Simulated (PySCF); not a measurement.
**C4H5ClSi (SMILES ClC1=C[SiH2]C=C1): density, localisation and related maps**

```xyz
11

Cl    1.2863   -0.0099   -0.1093
C    -0.4329   -0.1384   -0.2557
C    -1.1115   -1.3021   -0.2654
Si   -2.9126   -0.8342   -0.4515
C    -2.5301    1.0026   -0.4980
C    -1.1949    1.1285   -0.3793
H    -0.6171   -2.2702   -0.1833
H    -3.7663   -1.2363    0.7072
H    -3.5413   -1.3507   -1.7049
H    -3.1898    1.8674   -0.5913
H    -0.6495    2.0772   -0.3667
```

Geometry: PBE0-D3(BJ)/def2-SVP.

These are results of PBE0/pcSseg-1, SCF density, gas phase, non-relativistic (PySCF), not measurements.

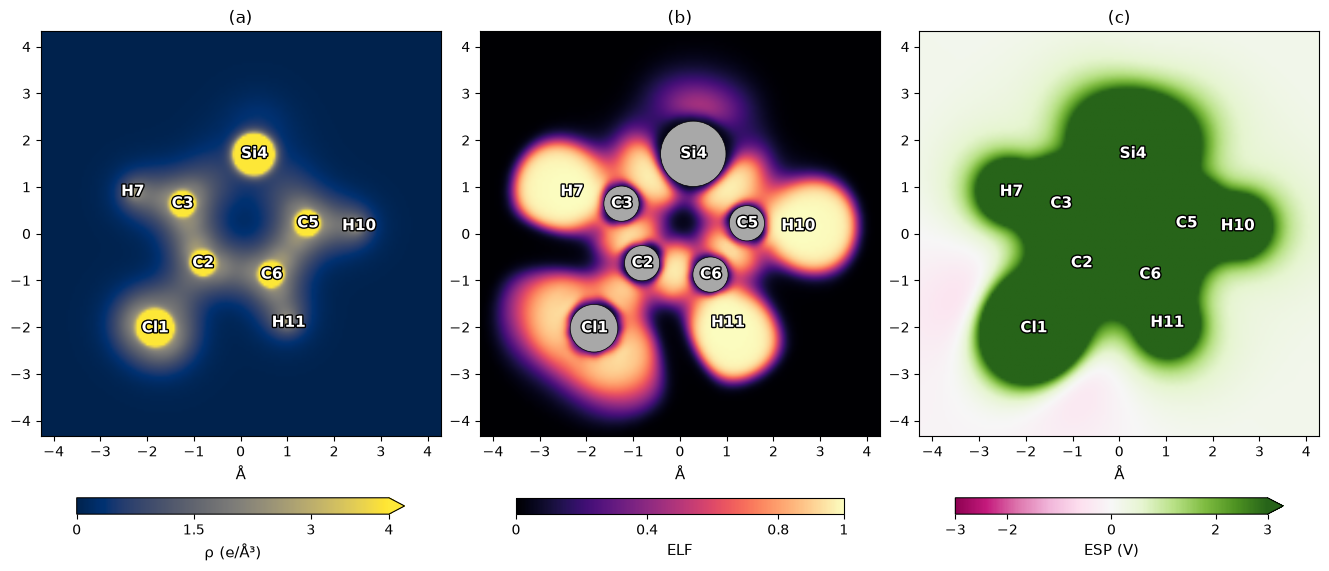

Figure 1. (a) total electron density; (b) ELF; (c) molecular electrostatic potential on the plane of atoms C2, C6 and H11. Grey discs cover the atomic cores in the ELF map.

Interpret the plot.

Atoms in the plane: Cl, C, Si and H.
C–C (1.35 Å): ρ at the midpoint is about 2.2 e/Å³; the ELF peaks at about 0.90 between the atoms: a covalent bond.
C–Cl (1.73 Å): ρ at the midpoint is about 1.5 e/Å³; the ELF peaks at about 0.90 between the atoms, as expected for a covalent bond.
C–Si (1.87 Å): the density is about 0.94 e/Å³ at the midpoint; the ELF peaks at about 0.95 between the atoms (a covalent bond).
C–H (1.09 Å): ρ is about 2 e/Å³ halfway; the ELF climbs to about 1 towards the hydrogen, as it does in any bond to H; an ordinary covalent bond to hydrogen.
C–C (1.48 Å): ρ at the midpoint is about 1.8 e/Å³; the ELF peaks at about 0.95 between the atoms; localised, covalent bonding.
The ELF also peaks beside Cl1, away from the bonds: lone-pair regions.
Outside the dense part of the molecule the potential is most negative (−0.5 V) near Cl1.

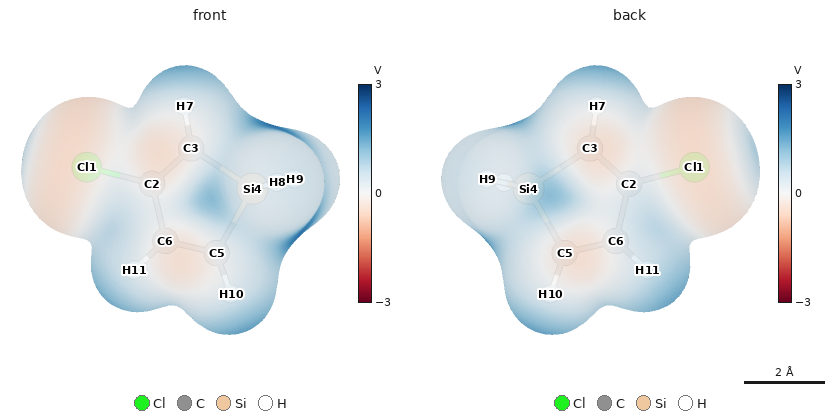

Figure 2. The electrostatic potential painted on the density surface at 0.004 e/bohr³, seen from the front and from behind; red is negative and blue positive.

Describe the electrostatic potential map.

The most negative region (about −0.5 V, or −12 kcal/mol for a unit charge) lies over Cl1, the most positive (about +2.1 V, or +48 kcal/mol for a unit charge) over Si4. Cl1 shows a σ-hole: about +0.8 V, or +18 kcal/mol for a unit charge at the tip opposite its bond, against about −0.4 V, or −9 kcal/mol for a unit charge on its flanks.
